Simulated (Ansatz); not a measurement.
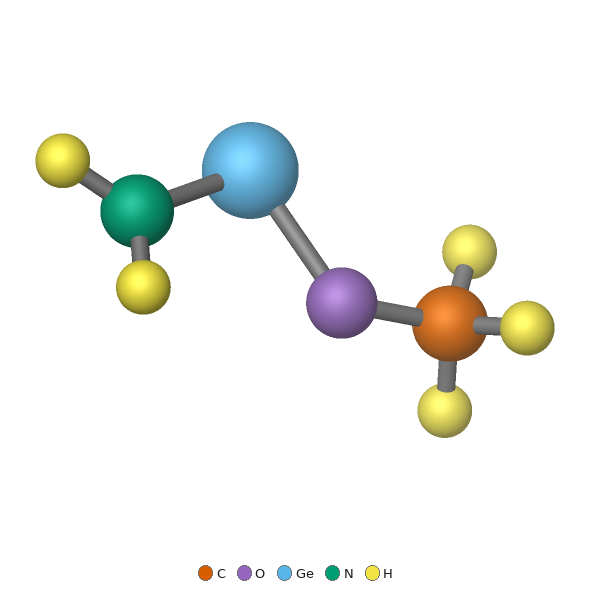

The geometry was computed by an optimisation with PBE0-D4/def2-TZVP.

Give the structural formula.

SMILES: C[O][Ge][NH2]

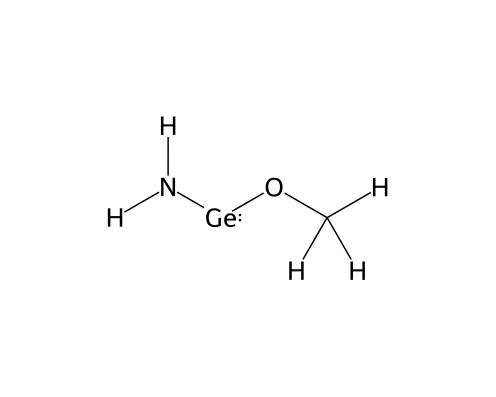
